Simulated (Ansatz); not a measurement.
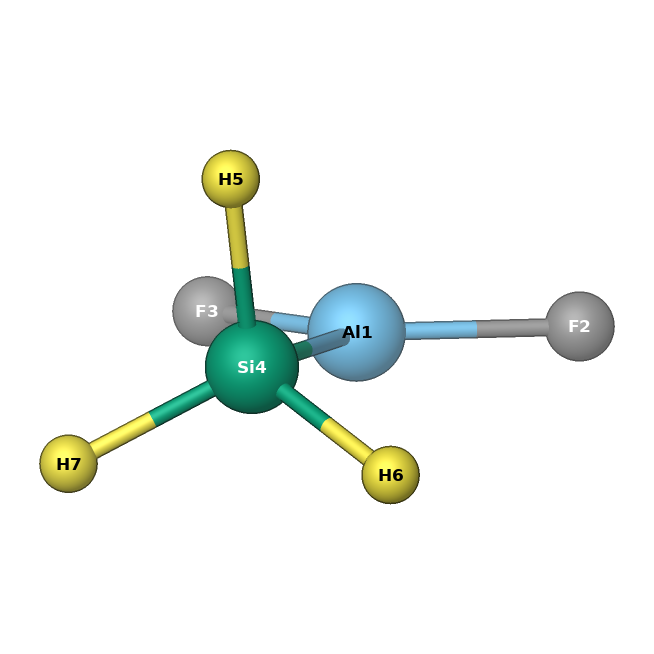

Al1 lies behind Si4. The molecule seen a little off the Si4–Al1 bond, Si4 in front. Distant atoms are faded towards the background colour. The computed structure is the end point of a PBE0-D4/def2-TZVP optimisation.

**What is the torsion angle H5–Si4–Al1–F2? The sign is positive where the front bond must turn clockwise to cover the back bond.**

90°, about perpendicular.
